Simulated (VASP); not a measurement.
Band structure of SnS (relaxed from the layer:GeS structure). These are PBE GGA, VASP's PBE PAW potentials (set 64) (plane waves; VASP 6.6.1) values and carry that method's errors.

The cell holds a wide vacuum, so values per volume refer to the whole cell. Unless said otherwise, spin-orbit coupling is left out, though it shifts the bands of the heavy elements here.

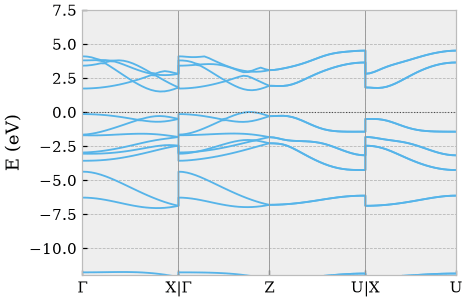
Bands along high-symmetry lines, zero at the valence-band maximum or, without a gap, the Fermi level

Task: Read the plot: is there a gap, and where are the band edges?

Result: The gap is indirect, 1.51 eV, from the valence maximum at Γ-Z at 0.81 to the conduction minimum at Γ-X at 0.81. (Edges off the drawn lines would not show.)

The cell is a sheet with vacuum, built from a generated structure.
